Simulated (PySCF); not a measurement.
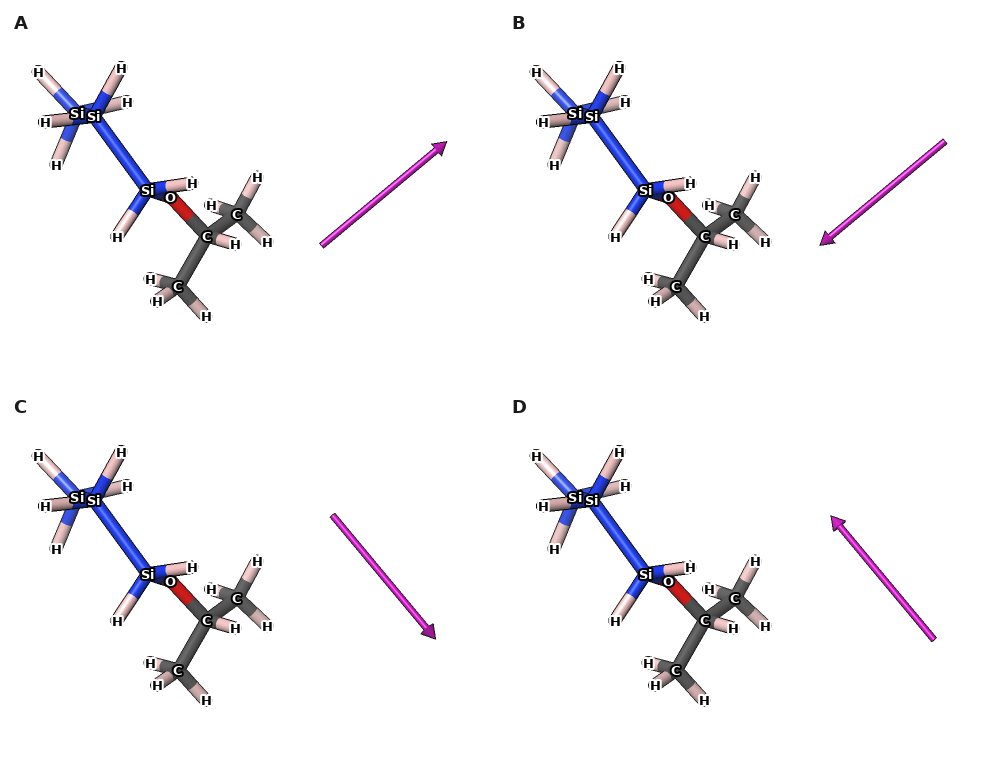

The same molecule four times, each with an arrow. The geometry was computed by an optimisation with PBE0-D3(BJ)/def2-SVP. No frequency run is at hand to confirm it as a minimum. Method: B3LYP/def2-SVPD in dichloromethane (IEF-PCM) (PySCF 2.14.0).

Which arrow points along the dipole moment, from the negative to the positive end?

C. The dipole moment is 1.69 D.
